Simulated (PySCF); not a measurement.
Dissociation curve of BrF, singlet.

Methods: RKS-TPSSh = restricted TPSSh/cc-pVDZ run with PySCF; RHF/cc-pVDZ (PySCF); UKS-TPSSh = PySCF with unrestricted TPSSh/cc-pVDZ.

Magnitude of the dipole moment (D; its direction can reverse along the curve, and a method can change to another solution) and Mulliken charge of the fragment that holds Br1:

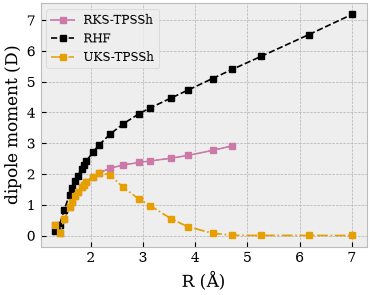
*Dipole moment against bond length.*

| R / Å | μ RKS-TPSSh | q RKS-TPSSh | μ RHF | q RHF | μ UKS-TPSSh | q UKS-TPSSh |
|---|---|---|---|---|---|---|
| 1.32 | 0.35 | 0.14 | 0.16 | 0.23 | 0.35 | 0.14 |
| 1.40 | 0.09 | 0.20 | 0.34 | 0.29 | 0.09 | 0.20 |
| 1.49 | 0.52 | 0.24 | 0.84 | 0.34 | 0.52 | 0.24 |
| 1.59 | 0.93 | 0.28 | 1.32 | 0.37 | 0.93 | 0.28 |
| 1.64 | 1.10 | 0.28 | 1.54 | 0.38 | 1.10 | 0.28 |
| 1.70 | 1.28 | 0.29 | 1.77 | 0.39 | 1.28 | 0.29 |
| 1.75 | 1.41 | 0.29 | 1.94 | 0.39 | 1.41 | 0.29 |
| 1.82 | 1.57 | 0.28 | 2.16 | 0.38 | 1.57 | 0.28 |
| 1.86 | 1.65 | 0.28 | 2.28 | 0.38 | 1.65 | 0.28 |
| 1.91 | 1.74 | 0.27 | 2.41 | 0.37 | 1.74 | 0.27 |
| 2.04 | 1.92 | 0.25 | 2.71 | 0.35 | 1.92 | 0.25 |
| 2.16 | 2.04 | 0.23 | 2.95 | 0.33 | 2.04 | 0.23 |
| 2.37 | 2.19 | 0.20 | 3.30 | 0.30 | 1.96 | 0.18 |
| 2.61 | 2.29 | 0.17 | 3.62 | 0.28 | 1.58 | 0.12 |
| 2.92 | 2.38 | 0.15 | 3.96 | 0.27 | 1.18 | 0.08 |
| 3.14 | 2.42 | 0.15 | 4.15 | 0.26 | 0.97 | 0.06 |
| 3.53 | 2.51 | 0.14 | 4.46 | 0.26 | 0.55 | 0.03 |
| 3.86 | 2.60 | 0.14 | 4.73 | 0.25 | 0.28 | 0.01 |
| 4.33 | 2.77 | 0.13 | 5.10 | 0.25 | 0.08 | 0.00 |
| 4.71 | 2.92 | 0.13 | 5.40 | 0.24 | 0.01 | 0.00 |
| 5.26 | — | — | 5.82 | 0.23 | 0.00 | 0.00 |
| 6.18 | — | — | 6.53 | 0.22 | 0.00 | 0.00 |
| 7.00 | — | — | 7.19 | 0.21 | 0.00 | 0.00 |

A dash means that the run gave no value there, or that the column was ended at a point which the program doubted or which failed a test of continuity chosen for this set; such a test can also cut sound points.

The restricted form behind RKS-TPSSh, RHF keeps the bonding electrons paired and can't separate into open-shell fragments. The unrestricted determinant behind UKS-TPSSh is spin-contaminated at 2.37 to 7.00 Å (<S²> up to 1.0, against 0.00 for a pure singlet).
